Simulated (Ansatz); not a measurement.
```xyz
3

Au   -0.7880    1.0033   -1.9468
Au    0.7858   -1.0023    1.9483
Si    0.0022   -0.0011   -0.0014
```

Geometry: PBE-D4/def2-TZVP; core potentials replace the inner electrons of Au.

All numbers below come from UKS PBE0-D4/def2-TZVP (Ansatz 0.2.0).

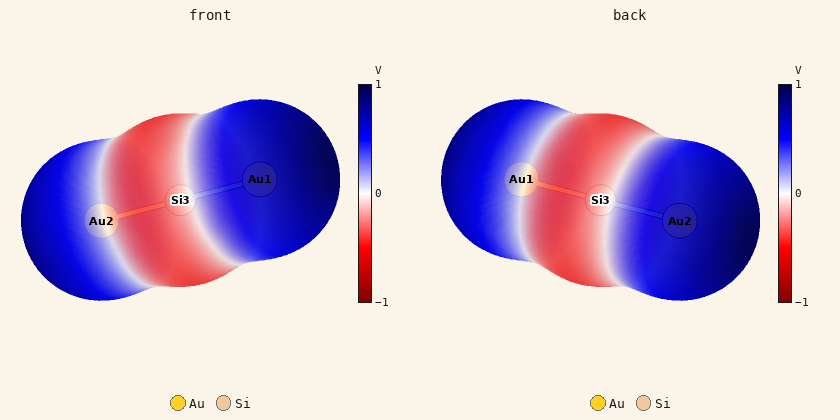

Au2Si (quintet). The molecular electrostatic potential painted on the density surface at 0.002 e/bohr³, seen from the front and from behind; the colour scale runs from red (negative) to blue (positive).

> Which sites attract a positive test charge, and which a negative one?

A positive charge is drawn to the negative regions and a negative charge to the positive ones. The most negative region (about −0.4 V) lies over Si3, the most positive (about +1.0 V) over Au1 and Au2.
